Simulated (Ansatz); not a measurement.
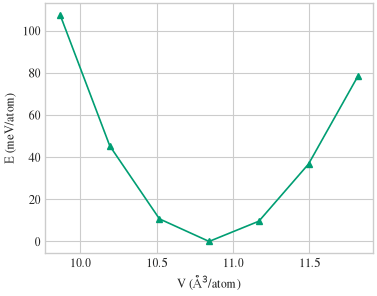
Figure. NbC (rock salt, Fm-3m) under volume change, plane-wave PAW LDA (Ansatz code), scaled uniformly.

What does a third-order Birch–Murnaghan fit give for V₀, B₀ and B′?

V₀ = 10.84 Å³/atom, B₀ = 333 GPa, B′ = 4.2.

Symmetry was held in the LDA relaxation; of distortions, only those at the zone centre were tested. The run is not spin-polarised.

Potentials: the later of the program's two PAW sets.
